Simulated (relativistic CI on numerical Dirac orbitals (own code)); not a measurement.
**Ru²³⁺: E1 transition arrays**

Aim: all E1 lines from the first configuration of Ru²³⁺, summed into arrays with their mean energies and widths.

The numbers are computed with relativistic CI on numerical Dirac orbitals (own code) version 3 (Dirac-Coulomb-Breit CI, KLI orbitals optimised for each configuration, model QED (radiative potential, 1s self-energy scaled to tabulated hydrogen-like ionisation energies), valence Slater integrals scaled by 0.9, whole transition arrays), except any that are marked as measured or tabulated.

### Step 1. The atom as given

* ion: Ru²³⁺ (Ru XXIV)
* nuclear charge: 44
* electrons: 21
* isotope: A = 102
* configurations: [Ar] 3d3; [Ar] 3d2 4f; [Ne] 3s2 3p5 3d4; [Ar] 3d2 4p; [Ar] 3d2 5f

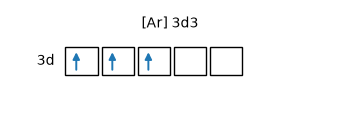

Outer shells as boxes.

### Step 2. Main run

The run's settings:

```ini
atom Ru  Z=44  charge=23  electrons=21
nucleus A=102  rms_radius_fm=4.4809
hamiltonian dirac-coulomb  breit=on  qed=on  c_scale=1
orbitals kli  potential=per-configuration
slater_scale 0.9
correlation none
mixing on
configurations
  [Ar] 3d3
  [Ar] 3d2 4f
  [Ne] 3s2 3p5 3d4
  [Ar] 3d2 4p
  [Ar] 3d2 5f
end
arrays E1 from the first configuration
```

### Step 3. Without configuration mixing

Settings: those of step 2 with these lines changed.

```diff
@@ -6,3 +6,3 @@
 correlation none
-mixing on
+mixing off
 configurations
```

### Step 4. Slater integrals scaled by 1

Settings: those of step 3 with these lines changed.

```diff
@@ -4,5 +4,5 @@
 orbitals kli  potential=per-configuration
-slater_scale 0.9
+slater_scale 1
 correlation none
-mixing off
+mixing on
 configurations
```

### Step 5. Slater integrals scaled by 0.8

Settings: those of step 4 with these lines changed.

```diff
@@ -4,3 +4,3 @@
 orbitals kli  potential=per-configuration
-slater_scale 1
+slater_scale 0.8
 correlation none
```

(Steps that only read results are left out.)

Q: Predict the outcome of this session. Wanted: strongest array, main run; lines in all.

As calculated:

The array to 3p6 3d2 4f, the strongest of the main run, in each run:

| run | time | mean (eV) | width (eV) | gf sum | strongest line (nm) | strongest array of the run |
| --- | --- | --- | --- | --- | --- | --- |
| main run | 0.27 s | 604.21 | 5.46 | 289.3 | 2.038 | 3p6 3d2 4f |
| without configuration mixing | 0.27 s | 604.06 | 5.42 | 277.9 | 2.038 | 3p6 3d2 4f |
| Slater integrals scaled by 1 | 0.27 s | 604.79 | 5.94 | 291.6 | 2.035 | 3p6 3d2 4f |
| Slater integrals scaled by 0.8 | 0.27 s | 603.63 | 4.98 | 287.1 | 2.042 | 3p6 3d2 4f |

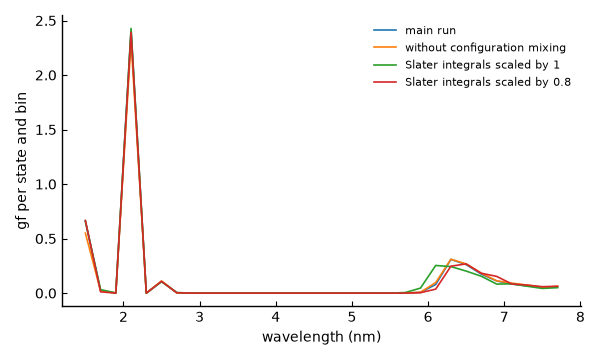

The binned spectra of all runs.

```
                 quantity                     value
strongest array, main run  to 3p6 3d2 4f, 721 lines
       its mean and width  604.2 ± 5.5 eV (2.05 nm)
      its share of all gf                      53 %
             lines in all                      3626
```

In words: Most strength, 53 %, lies in the array to 3p6 3d2 4f near 2.05 nm. Configuration mixing moves its mean by +0.14 eV and changes its gf sum by +4 %. All levels of the first configuration count with their statistical weight; no plasma population is modelled.
